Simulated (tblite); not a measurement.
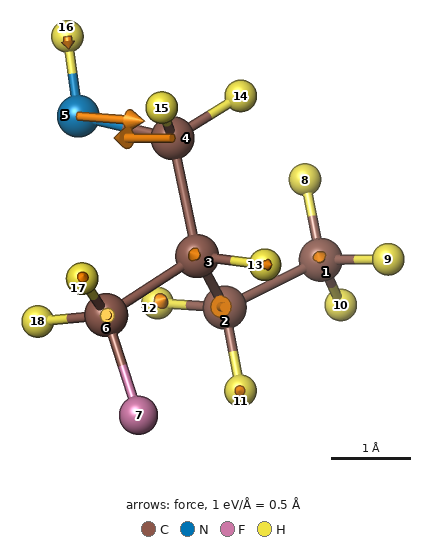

Starting geometry of C$_{5}$H$_{11}$FN (multiplicity 2) with the computed forces as orange arrows. The picture is a ball-and-stick view, seen from a free direction.

These are results of tblite, GFN2-xTB geometry optimisation, gas phase, not measurements. 

Is this structure relaxed? If not, where do the atoms go?

It isn't relaxed: the largest force vector, on C4, is 2.09 eV/Å. The final displacements have little in common with the starting forces (cosine between the two patterns 0.13). After 79 geometry steps the energy has fallen by 14.7 kJ/mol. H8 moves most after the best rigid fit: 0.34 Å. Largest moves by element: H 0.34 Å, N 0.14 Å, C 0.11 Å, F 0.03 Å. Some distances before and after: C4–N5 1.471 → 1.393 Å, C2–H12 1.107 → 1.091 Å, N5–H16 1.027 → 1.017 Å, C1–C2 1.532 → 1.523 Å. Among the angles between lasting bonds that change: C2–C3–C4 115.4° → 111.2°, N5–C4–H15 109.6° → 112.7°, C3–C2–H12 110.5° → 107.7°.
